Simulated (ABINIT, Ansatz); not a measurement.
# MoS2 (P-6m2): phonons by linear response, part 4 of 4

How does MoS2 (P-6m2) vibrate, and is this structure a minimum?

ABINIT 10.8.3; DFT LDA, scalar-relativistic, plane waves, PseudoDojo norm-conserving pseudopotentials.

So far. Step 7 (Linear response at Γ): The acoustic modes at Γ come out as far as 0.2 cm⁻¹ from zero, where they should vanish, a small numerical error; the Born charges miss their sum rule by 0.0036 e, which is good. Step 8 (Zone-centre analysis): The rule moves no optical mode by more than 0.1 cm⁻¹.

### 11. Dispersion

anaddb transforms the dynamical matrices to force constants and back along the path; points of the mesh come back as solved, but for the sum rule and, in polar crystals, the LO-TO term at Γ; the rest is interpolation.

Input file anaddb.abi:

```
ddb_filepath "all_DDB"
output_file "anaddb.abo"
outdata_prefix "anaddb"
ifcflag 1
ngqpt 3 3 1
nqshft 1
q1shft 0.0 0.0 0.0
asr 1
chneut 0
dipdip 0
dipquad 0
quadquad 0
enunit 0
eivec 0
nph1l 43
qph1l 
    0.0 0.0 0.0 1.0
    0.03571429 0.0 0.0 1.0
    0.07142857 0.0 0.0 1.0
    0.10714286 0.0 0.0 1.0
    0.14285714 0.0 0.0 1.0
    0.17857143 0.0 0.0 1.0
    0.21428571 0.0 0.0 1.0
    0.25 0.0 0.0 1.0
    0.28571429 0.0 0.0 1.0
    0.32142857 0.0 0.0 1.0
    0.35714286 0.0 0.0 1.0
    0.39285714 0.0 0.0 1.0
    0.42857143 0.0 0.0 1.0
    0.46428571 0.0 0.0 1.0
    0.5 0.0 0.0 1.0
    0.48809524 0.02380952 0.0 1.0
    0.47619048 0.04761905 0.0 1.0
    0.46428571 0.07142857 0.0 1.0
    0.45238095 0.0952381 0.0 1.0
    0.44047619 0.11904762 0.0 1.0
    0.42857143 0.14285714 0.0 1.0
    0.41666667 0.16666667 0.0 1.0
    0.4047619 0.19047619 0.0 1.0
    0.39285714 0.21428571 0.0 1.0
    0.38095238 0.23809524 0.0 1.0
    0.36904762 0.26190476 0.0 1.0
    0.35714286 0.28571429 0.0 1.0
    0.3452381 0.30952381 0.0 1.0
    0.33333333 0.33333333 0.0 1.0
    0.30952381 0.30952381 0.0 1.0
    0.28571429 0.28571429 0.0 1.0
    0.26190476 0.26190476 0.0 1.0
    0.23809524 0.23809524 0.0 1.0
    0.21428571 0.21428571 0.0 1.0
    0.19047619 0.19047619 0.0 1.0
    0.16666667 0.16666667 0.0 1.0
    0.14285714 0.14285714 0.0 1.0
    0.11904762 0.11904762 0.0 1.0
    0.0952381 0.0952381 0.0 1.0
    0.07142857 0.07142857 0.0 1.0
    0.04761905 0.04761905 0.0 1.0
    0.02380952 0.02380952 0.0 1.0
    0.0 0.0 0.0 1.0
```

Input file mrgddb.in:

```
all_DDB
merged
3
dfpt_gammao_DS2_DDB
dfpt_qo_DS1_DDB
dfpt_qo_DS2_DDB
```

On the command line:

```sh
mrgddb < mrgddb.in > mrgddb.log
OMP_NUM_THREADS=1 anaddb anaddb.abi > anaddb.log
```

anaddb.abo, the main output file:

```text
[banners, grids, parts of the stress and lines that vanish by symmetry left out]
-outvars_anaddb: echo values of input variables ----------------------

 Flags :
[...]
Dielectric Tensor and Effective Charges
[...]
Effective charge tensors after
[...]
Phonon wavevector (reduced coordinates) :  0.00000  0.00000  0.00000
 Phonon energies in Hartree :
[...]
Phonon frequencies in cm-1    :
-  0.000000E+00  0.000000E+00  0.000000E+00  2.900374E+02  2.900374E+02
-  3.926805E+02  3.926805E+02  4.116993E+02  4.779696E+02
[...]
Phonon wavevector (reduced coordinates) :  0.03571  0.00000  0.00000
 Phonon energies in Hartree :
[...]
Phonon frequencies in cm-1    :
-  1.021504E+01  1.784004E+01  2.974636E+01  2.902713E+02  2.912224E+02
-  3.915838E+02  3.925184E+02  4.123078E+02  4.768905E+02
[...]
Phonon wavevector (reduced coordinates) :  0.07143  0.00000  0.00000
 Phonon energies in Hartree :
[...]
Phonon frequencies in cm-1    :
-  2.119769E+01  3.546884E+01  5.901900E+01  2.909725E+02  2.946418E+02
-  3.886828E+02  3.920314E+02  4.137630E+02  4.736963E+02
[...]
Phonon wavevector (reduced coordinates) :  0.10714  0.00000  0.00000
 Phonon energies in Hartree :
[...]
Phonon frequencies in cm-1    :
-  3.344424E+01  5.267878E+01  8.734887E+01  2.921368E+02  2.999224E+02
-  3.846514E+02  3.912187E+02  4.154508E+02  4.685168E+02
[...]
Phonon wavevector (reduced coordinates) :  0.14286  0.00000  0.00000
 Phonon energies in Hartree :
[...]
Phonon frequencies in cm-1    :
-  4.708340E+01  6.926871E+01  1.142755E+02  2.937497E+02  3.065373E+02
-  3.799954E+02  3.900835E+02  4.169748E+02  4.615677E+02
[...]
Phonon wavevector (reduced coordinates) :  0.17857  0.00000  0.00000
 Phonon energies in Hartree :
[...]
Phonon frequencies in cm-1    :
-  6.194344E+01  8.504552E+01  1.393500E+02  2.957778E+02  3.138922E+02
-  3.750796E+02  3.886385E+02  4.181407E+02  4.531524E+02
[...]
Phonon wavevector (reduced coordinates) :  0.21429  0.00000  0.00000
 Phonon energies in Hartree :
[...]
Phonon frequencies in cm-1    :
-  7.766917E+01  9.982441E+01  1.621391E+02  2.981604E+02  3.213835E+02
-  3.702279E+02  3.869128E+02  4.188674E+02  4.436675E+02
[...]
Phonon wavevector (reduced coordinates) :  0.25000  0.00000  0.00000
 Phonon energies in Hartree :
[...]
Phonon frequencies in cm-1    :
-  9.381245E+01  1.134279E+02  1.822353E+02  3.008044E+02  3.284180E+02
-  3.657719E+02  3.849586E+02  4.191389E+02  4.336164E+02
  Phonon wavevector (reduced coordinates) :  0.28571  0.00000  0.00000
 Phonon energies in Hartree :
[...]
Phonon frequencies in cm-1    :
-  1.098780E+02  1.256847E+02  1.992837E+02  3.035838E+02  3.344060E+02
-  3.620487E+02  3.828552E+02  4.189846E+02  4.236304E+02
  Phonon wavevector (reduced coordinates) :  0.32143  0.00000  0.00000
 Phonon energies in Hartree :
[...]
Phonon frequencies in cm-1    :
-  1.253325E+02  1.364285E+02  2.130380E+02  3.063458E+02  3.387609E+02
-  3.593470E+02  3.807108E+02  4.144765E+02  4.184721E+02
  Phonon wavevector (reduced coordinates) :  0.35714  0.00000  0.00000
 Phonon energies in Hartree :
[...]
Phonon frequencies in cm-1    :
-  1.395872E+02  1.454990E+02  2.234454E+02  3.089221E+02  3.409925E+02
-  3.578074E+02  3.786580E+02  4.069744E+02  4.177058E+02
  Phonon wavevector (reduced coordinates) :  0.39286  0.00000  0.00000
 Phonon energies in Hartree :
[...]
Phonon frequencies in cm-1    :
-  1.519704E+02  1.527453E+02  2.307173E+02  3.111432E+02  3.410106E+02
-  3.573249E+02  3.768445E+02  4.017064E+02  4.168260E+02
  Phonon wavevector (reduced coordinates) :  0.42857  0.00000  0.00000
 Phonon energies in Hartree :
[...]
Phonon frequencies in cm-1    :
-  1.580328E+02  1.617144E+02  2.353075E+02  3.128553E+02  3.394891E+02
-  3.575370E+02  3.754172E+02  3.986484E+02  4.160025E+02
  Phonon wavevector (reduced coordinates) :  0.46429  0.00000  0.00000
 Phonon energies in Hartree :
[...]
Phonon frequencies in cm-1    :
-  1.612529E+02  1.680127E+02  2.377657E+02  3.139356E+02  3.377352E+02
-  3.579488E+02  3.745029E+02  3.972278E+02  4.154125E+02
[...]
Phonon wavevector (reduced coordinates) :  0.16667  0.16667  0.00000
 Phonon energies in Hartree :
[...]
Phonon frequencies in cm-1    :
-  1.100791E+02  1.344851E+02  1.953853E+02  3.072261E+02  3.335473E+02
-  3.600726E+02  3.859431E+02  4.170315E+02  4.222716E+02
[...]
Phonon wavevector (reduced coordinates) :  0.14286  0.14286  0.00000
 Phonon energies in Hartree :
[...]
Phonon frequencies in cm-1    :
-  9.193916E+01  1.173659E+02  1.777454E+02  3.024913E+02  3.270171E+02
-  3.650052E+02  3.870581E+02  4.180875E+02  4.341460E+02
[...]
Phonon wavevector (reduced coordinates) :  0.11905  0.11905  0.00000
 Phonon energies in Hartree :
[...]
Phonon frequencies in cm-1    :
-  7.367249E+01  9.931560E+01  1.554717E+02  2.985131E+02  3.191523E+02
-  3.706882E+02  3.883687E+02  4.182545E+02  4.458254E+02
[...]
Phonon wavevector (reduced coordinates) :  0.09524  0.09524  0.00000
 Phonon energies in Hartree :
[...]
Phonon frequencies in cm-1    :
-  5.599201E+01  8.049580E+01  1.292011E+02  2.953370E+02  3.107702E+02
-  3.766584E+02  3.896931E+02  4.175629E+02  4.564958E+02
[...]
Phonon wavevector (reduced coordinates) :  0.07143  0.07143  0.00000
 Phonon energies in Hartree :
[...]
Phonon frequencies in cm-1    :
-  3.955693E+01  6.102002E+01  9.971154E+01  2.929506E+02  3.027638E+02
-  3.824276E+02  3.908918E+02  4.161461E+02  4.654931E+02
[...]
Phonon wavevector (reduced coordinates) :  0.04762  0.04762  0.00000
 Phonon energies in Hartree :
[...]
Phonon frequencies in cm-1    :
-  2.483084E+01  4.100693E+01  6.781085E+01  2.913072E+02  2.960777E+02
-  3.875010E+02  3.918483E+02  4.142777E+02  4.722973E+02
[...]
Phonon wavevector (reduced coordinates) :  0.02381  0.02381  0.00000
 Phonon energies in Hartree :
[...]
Phonon frequencies in cm-1    :
-  1.184696E+01  2.060580E+01  3.430600E+01  2.903507E+02  2.916109E+02
-  3.912334E+02  3.924665E+02  4.124940E+02  4.765324E+02
[...]
Phonon wavevector (reduced coordinates) :  0.00000  0.00000  0.00000
 Phonon energies in Hartree :
[...]
Phonon frequencies in cm-1    :
-  0.000000E+00  0.000000E+00  0.000000E+00  2.900374E+02  2.900374E+02
-  3.926805E+02  3.926805E+02  4.116993E+02  4.779696E+02
[...]
Symmetry characters of vibration mode #   9
  1.0 -1.0 -1.0  1.0  1.0 -1.0 -1.0  1.0  1.0 -1.0 -1.0  1.0
-
```

The job ended after 0.51 s (1 thread of Arm Neoverse V1, shared host).

This step gave:

```
lowest frequency on the path : 0 cm⁻¹
```

Anaddb. The phonon branches at the labelled points (cm⁻¹):

```tsv
point	branch 1	branch 2	branch 3	branch 4	branch 5	branch 6	branch 7	branch 8	branch 9
Γ	0	0	0	290	290	393	393	412	478
M	162	170	238	314	337	358	374	397	415
K	181	188	238	329	341	341	384	391	403
Γ	0	0	0	290	290	393	393	412	478
```

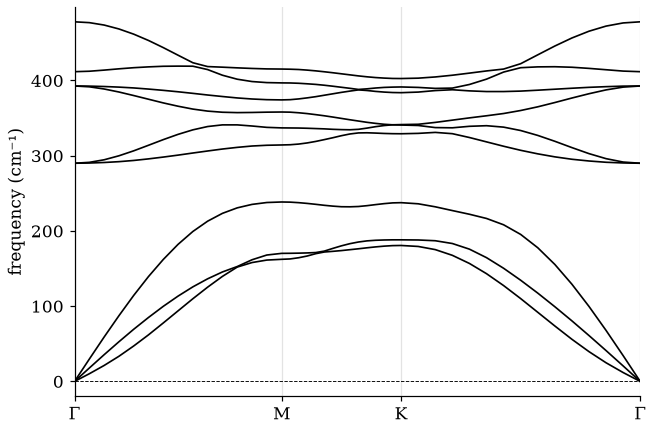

Phonon branches along the path.

All branches are real along the path.

### 12. Density of states

Sums over the zone need many more wavevectors than were solved, so the interpolation is sampled on a dense mesh.

Input file anaddb.abi:

```
ddb_filepath "all_DDB"
output_file "anaddb.abo"
outdata_prefix "anaddb"
ifcflag 1
ngqpt 3 3 1
nqshft 1
q1shft 0.0 0.0 0.0
asr 1
chneut 0
dipdip 0
dipquad 0
quadquad 0
prtdos 1
dossmear 1.8d-05
ng2qpt 17 17 1
dosdeltae 4.5563e-06
ntemper 11
temperinc 100.0
tempermin 0.0
```

On the command line:

```sh
OMP_NUM_THREADS=1 anaddb anaddb.abi > anaddb.log
```

anaddb.abo, the main output file:

```text
-outvars_anaddb: echo values of input variables ----------------------

 Flags :
     ifcflag         1
 Miscellaneous information :
         asr         1
      chneut         0
 Interatomic Force Constants Inputs :
      dipdip         0
     dipquad         0
    quadquad         0
      ifcana         0
      ifcout         0
 Description of grid 1 :
        brav         1
       ngqpt         3         3         1
      nqshft         1
      q1shft
                     0.00000000E+00  0.00000000E+00  0.00000000E+00
 Phonon DOS information :
   dosdeltae  4.55630000E-06
    dossmear  1.80000000E-05
 Description of grid 2 (Fourier interp. or BZ sampling):
      ng2qpt        17        17         1
      ngrids         4
      q2shft         0.00000000E+00  0.00000000E+00  0.00000000E+00

================================================================================

 read the DDB information and perform some checks

  ==== Info on the Cryst% object ====
 Real(R)+Recip(G) space primitive vectors, cartesian coordinates (Bohr,Bohr^-1):
 R(1)=  5.8971717  0.0000000  0.0000000  G(1)=  0.1695728  0.0979029  0.0000000
 R(2)= -2.9485859  5.1071005  0.0000000  G(2)=  0.0000000  0.1958058  0.0000000
 R(3)=  0.0000000  0.0000000 30.4245906  G(3)=  0.0000000  0.0000000  0.0328681
 Unit cell volume ucvol=  9.1631105E+02 bohr^3
 Angles (23,13,12)=  9.00000000E+01  9.00000000E+01  1.20000000E+02 degrees
 Time-reversal symmetry is present
 Reduced atomic positions [iatom, xred, symbol]:
    1)    0.3333333  0.6666667  0.5000000  Mo
    2)    0.6666667  0.3333333  0.5964653   S
    3)    0.6666667  0.3333333  0.4035347   S

 DDB file with 3 blocks has been read.

================================================================================

 Dielectric Tensor and Effective Charges

 anaddb : Zero the imaginary part of the Dynamical Matrix at Gamma,
   and impose the ASR on the effective charges

 Effective charge tensors after
 imposition of the charge neutrality (if requested by user),
 and eventual restriction to some part :
   atom    displacement
         1         1   -1.179732E+00    0.000000E+00    0.000000E+00
         1         2   -1.136657E-16   -1.179732E+00    0.000000E+00
         1         3    0.000000E+00    0.000000E+00   -1.246505E-01
         2         1    5.880607E-01    0.000000E+00    0.000000E+00
         2         2    2.093796E-17    5.880607E-01    0.000000E+00
         2         3    0.000000E+00    0.000000E+00    6.234881E-02
         3         1    5.880607E-01    0.000000E+00    0.000000E+00
         3         2    2.093796E-17    5.880607E-01    0.000000E+00
         3         3    0.000000E+00    0.000000E+00    6.234881E-02
 Now, the imaginary part of the dynamical matrix is zeroed

================================================================================

 Calculation of the interatomic forces

       Homogeneous q point set in the B.Z.
 Grid q points  :        9
  1)   0.00000000E+00  0.00000000E+00  0.00000000E+00
  2)   3.33333333E-01  0.00000000E+00  0.00000000E+00
  3)  -3.33333333E-01  0.00000000E+00  0.00000000E+00
  4)   0.00000000E+00  3.33333333E-01  0.00000000E+00
  5)   3.33333333E-01  3.33333333E-01  0.00000000E+00
  6)  -3.33333333E-01  3.33333333E-01  0.00000000E+00
  7)   0.00000000E+00 -3.33333333E-01  0.00000000E+00
  8)   3.33333333E-01 -3.33333333E-01  0.00000000E+00
  9)  -3.33333333E-01 -3.33333333E-01  0.00000000E+00

 The interatomic forces have been obtained

================================================================================

 Calculation of phonon density of states

 Average speed of sound partial sums:     0.1952571620E-02 (at units)
-                                   =           4.2716 [km/s]

 Debye frequency from partial sums:     0.7835673262E-03 (Ha)
-                                 =     0.5155625337E+01 (THz)
-Debye temperature from partial sums:     0.2474309919E+03 (K)

 Average speed of sound:     0.2052124484E-03 (at units)
-                      =           0.4489 [km/s]

 Debye frequency from DOS:     0.8235179074E-04 (Ha)
-                        =     0.5418487534E+00 (THz)
-Debye temperature from DOS:     0.2600463877E+02 (K)

-
```

Wall time 0.52 s (1 thread).

Numbers from this step:

* zero-point energy per atom: 55.55 meV
* heat capacity at 300 K: 20.76 J/(mol atoms K)
* vibrational entropy at 300 K: 20.85 J/(mol atoms K)

The phonon density of states has structure finer than the step of the table below, so its rows give means over 25 cm⁻¹, whole bins alone (the curve runs from -30 to 507 cm⁻¹). Peaks (cm⁻¹: height): 123.0: 0.0186, 171.0: 0.0360, 231.0: 0.0321, 339.0: 0.0693, 357.0: 0.0453, 387.0: 0.0843, 417.0: 0.0778.

Gaussian, 4 cm-1. Phonon density of states against wavenumber; means over each step:

```tsv
wavenumber (cm⁻¹)	phonon density of states (1/cm⁻¹/cell)
0	5.3e-4
25	0.00271
50	0.00506
75	0.00643
100	0.00858
125	0.0130
150	0.0229
175	0.0289
200	0.00801
225	0.0210
250	0.00280
275	7.1e-4
300	0.0237
325	0.0397
350	0.0437
375	0.0416
400	0.0500
425	0.0325
450	0.00533
475	0.00277
```

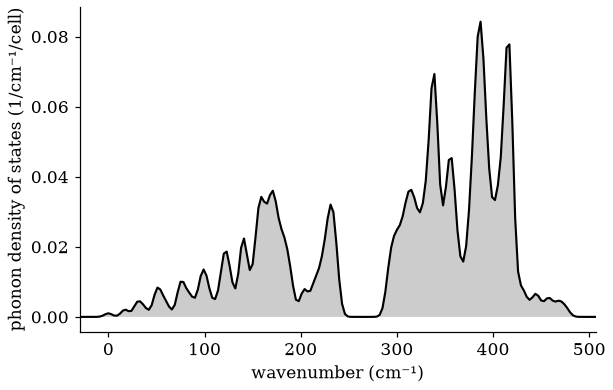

Phonon density of states, plotted against wavenumber.

Harmonic thermodynamic functions per atom, summed over the density of states scaled to three modes an atom; melting is ignored. Thermodynamic functions:

```tsv
T (K)	F_vib (meV/atom)	S (J/mol-atom/K)	C_V (J/mol-atom/K)
0	55.55	0	0
50	55.34	1.216	2.417
100	53.92	4.5	7.935
200	44.81	13.14	16.95
300	27.06	20.85	20.76
400	2.11	27.08	22.44
500	-28.69	32.19	23.29
600	-64.33	36.48	23.78
700	-104.1	40.17	24.08
800	-147.4	43.4	24.28
900	-193.9	46.27	24.41
1000	-243.3	48.85	24.51
```

At 300 K the heat capacity has reached 83 % of the Dulong-Petit value.

### 13. What came out

* space group after relaxation: P-6m2
* area per atom: 2.81 Å²
* highest optical zone-centre mode (no LO-TO term): 478.0 cm⁻¹
* lowest optical zone-centre mode: 290.0 cm⁻¹
* q mesh: 3×3×1
* lowest mode on the q mesh (acoustic ones at the zone centre apart): 130.2 cm⁻¹
* zero-point energy per atom: 55.5 meV
* heat capacity at 300 K: 20.8 J/(mol atoms K)
* vibrational entropy at 300 K: 20.8 J/(mol atoms K)
* imaginary modes on the q mesh: none

**Reading.** MoS2 (P-6m2) is dynamically stable on the 3×3×1 mesh; its spectrum reaches 478 cm⁻¹. At the LDA level the optical modes of MoS2 (P-6m2) at the zone centre run from 290 to 478 cm⁻¹. Along axes with an odd number of divisions the mesh misses the zone-boundary points at one half, where instabilities often lie; those are only interpolated. These are harmonic frequencies at zero temperature: anharmonic shifts and linewidths and thermal expansion are left out. The sheet is repeated along c with vacuum between and no cut of the Coulomb interaction; dielectric tensors refer to the cell with its vacuum, no LO-TO term enters the bands, and the bending branch near Γ is rough. A run in a second program is left out, since it treats the direction across the vacuum otherwise. The sheet was typed on a prototype.

[Host names and launcher messages were left out of these logs when they were recorded.]

[Logs are printed without paths, hosts, clocks, repeated set-up lines and the standing remarks that a program may print on its own settings, such as how far it seeks lower states.]

[Hosts, paths, dates, database ids (printed as entryN), source tags and the programs' standing remarks are cut or masked in the printed files.]
